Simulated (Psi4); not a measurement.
# UMP2/cc-pVTZ (density fitting, density fitting for correlation, sweep point 4) run of NO2 (SMILES [O]N=O)

What is the vertical ionisation energy of NO2 at UMP2/cc-pVTZ (density fitting, density fitting for correlation, sweep point 4)? 

The calculation is run with Psi4 1.11.

4 further runs of the same task are left out: 4 set aside as unsound or not needed.

### 1 The system as given

NO2: 3 atoms, total charge 0, spin state doublet. As SMILES, `[O]N=O`. The shape is that of a GFN2-xTB optimisation.

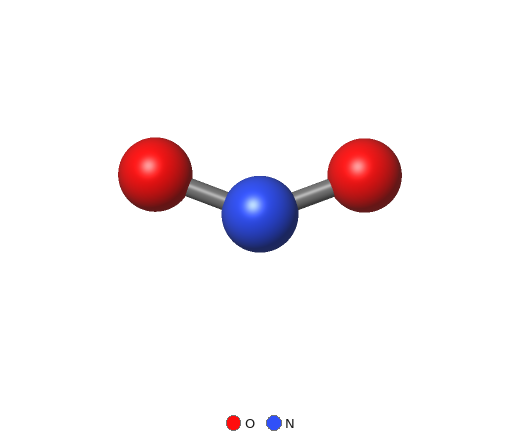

The structure, seen from a chosen angle (oxygen red, nitrogen blue).

### 2 The energy at UMP2/cc-pVTZ (density fitting, density fitting for correlation, sweep point 4)

calc.in reads:

```
memory 1600 mb

molecule system {
  0 2
  O      0.38113886    -2.06433682    -0.00918407
  N     -0.46842531    -0.01585480    -0.25739960
  O      0.08726755     2.08019162     0.26658366
  units au
  symmetry c1
}

set {
  basis           cc-pVTZ
  reference       uhf
  puream          true
  scf_type        df
  num_frozen_docc 3
  d_convergence   1e-05
  e_convergence   1e-05
  maxiter         150
}

e, wfn = energy('mp2', return_wfn=True)
```

On the command line:

```bash
$ psi4 calc.in calc.out -n 1
```

calc.out:

```text
[...]
  Running in c1 symmetry.
[...]
  Nuclear repulsion =   65.567001279351032
[...]
  Multiplicity = 2
[...]
  Nalpha       = 12
  Nbeta        = 11
[...]
    Number of basis functions: 90
[...]
   @DF-UHF iter   1:  -204.01289991252301   -4.55087e-01   5.79881e-03 ADIIS/DIIS
[...]
   @DF-UHF iter   8:  -204.11275666429506   -1.76382e-06   7.08314e-06 DIIS
[...]
   @S^2 Observed:                7.682585226E-01
[...]
    Orbital Energies [Eh]
    ---------------------
    Alpha Occupied:
       1A    -20.684000     2A    -20.683919     3A    -15.874149
       4A     -1.687044     5A     -1.510124     6A     -0.965485
       7A     -0.841114     8A     -0.806639     9A     -0.771804
      10A     -0.600338    11A     -0.530259    12A     -0.488098
    Alpha Virtual:
      13A      0.087786    14A      0.368745    15A      0.432859
      16A      0.543129    17A      0.566058    18A      0.588178
      19A      0.672674    20A      0.727653    21A      0.776906
      22A      0.803275    23A      0.828192    24A      0.848235
      25A      0.854356    26A      1.113013    27A      1.113257
[...]
  @DF-UHF Final Energy:  -204.11275666429506
   => Energetics <=
    Nuclear Repulsion Energy =             65.5670012793510324
    One-Electron Energy =                -409.4702341790223272
    Two-Electron Energy =                 139.7904762353762464
    Total Energy =                       -204.1127566642950626
  UHF NO Occupations:
  HONO-2 :   10  A 1.9970588
  HONO-1 :   11  A 1.9950210
[...]
 Multipole Moments:
 ------------------------------------------------------------------------------------
     Multipole            Electronic (a.u.)      Nuclear  (a.u.)        Total (a.u.)
 ------------------------------------------------------------------------------------
 L = 1.  Multiply by 2.5417464519 to convert [e a0] to [Debye]
 Dipole X            :         -0.2441559            0.0020984           -0.2420575
 Dipole Y            :         -0.0061304            0.0000625           -0.0060679
 Dipole Z            :          0.0000000           -0.0000000            0.0000000
 Magnitude           :                                                    0.2421335
[...]
```

Wall time 1.9 s (1 thread of Intel Xeon 6975P-C (Granite Rapids), shared host); peak memory 0.21 GiB.

### 3 The singlet cation at the same level

job.in reads:

```
memory 1600 MB

molecule {
  1 1
  O      0.38113886    -2.06433682    -0.00918407
  N     -0.46842531    -0.01585480    -0.25739960
  O      0.08726755     2.08019162     0.26658366
  units au
  symmetry c1
}

set basis cc-pVTZ
set puream true
set scf_type df
set num_frozen_docc 3
set d_convergence 1e-05
set e_convergence 1e-05

result, w = energy('mp2', return_wfn=True)
```

On the command line:

```bash
$ psi4 -i job.in -o job.out -n 1
```

job.out:

```text
[...]
  Running in c1 symmetry.
[...]
  Nuclear repulsion =   65.567001279351032
[...]
  Multiplicity = 1
[...]
  Nalpha       = 11
  Nbeta        = 11
[...]
    Number of basis functions: 90
[...]
   @DF-RHF iter   1:  -203.46851195343680    8.93006e-02   7.85236e-03 ADIIS/DIIS
[...]
   @DF-RHF iter   8:  -203.67794347613972   -1.31686e-06   5.56844e-06 DIIS
[...]
    Orbital Energies [Eh]
    ---------------------
    Doubly Occupied:
       1A    -21.112633     2A    -21.112473     3A    -16.312505
       4A     -2.058669     5A     -1.883574     6A     -1.281760
       7A     -1.153340     8A     -1.150847     9A     -1.147686
      10A     -0.906849    11A     -0.892407
[...]
  @DF-RHF Final Energy:  -203.67794347613972
   => Energetics <=
    Nuclear Repulsion Energy =             65.5670012793510324
    One-Electron Energy =                -400.4642026660010288
    Two-Electron Energy =                 131.2192579105102936
    Total Energy =                       -203.6779434761397169
[...]
 Multipole Moments:
 ------------------------------------------------------------------------------------
     Multipole            Electronic (a.u.)      Nuclear  (a.u.)        Total (a.u.)
 ------------------------------------------------------------------------------------
 L = 1.  Multiply by 2.5417464519 to convert [e a0] to [Debye]
 Dipole X            :         -0.3056573            0.0020984           -0.3035589
 Dipole Y            :         -0.0084119            0.0000625           -0.0083494
 Dipole Z            :          0.0000000           -0.0000000            0.0000000
 Magnitude           :                                                    0.3036737
[...]
```

Run time: 1.9 s. Hardware: 1 thread of Intel Xeon 6975P-C (Granite Rapids), shared host; peak memory 0.22 GiB.

### 4 Summary of results

At UMP2/cc-pVTZ (density fitting, density fitting for correlation, sweep point 4), 3 core orbitals frozen:

| quantity | value |
| --- | --- |
| doublet NO2: total energy | -204.77753 Eh |
| doublet NO2: HOMO energy (Hartree–Fock orbitals) (highest over α and β) | -13.28 eV |
| doublet NO2: LUMO energy (Hartree–Fock orbitals) (lowest over α and β) | 1.54 eV |
| doublet NO2: correlation energy (3 core orbitals frozen) | -664.8 mEh |
| doublet NO2: ⟨S²⟩ of the reference determinant | 0.768 |
| singlet cation: total energy | -204.40784 Eh |
| singlet cation: HOMO energy (Hartree–Fock orbitals) | -24.28 eV |
| singlet cation: LUMO energy (Hartree–Fock orbitals) | -10.36 eV |
| singlet cation: HOMO–LUMO gap (Hartree–Fock orbitals) | 13.92 eV |
| singlet cation: correlation energy (3 core orbitals frozen) | -729.9 mEh |
| vertical ionisation energy (to the singlet cation) | 10.060 eV |

In words: The vertical ionisation energy comes to 10.06 eV (971 kJ/mol). Only the singlet of the ionised species was computed; a triplet could lie lower.
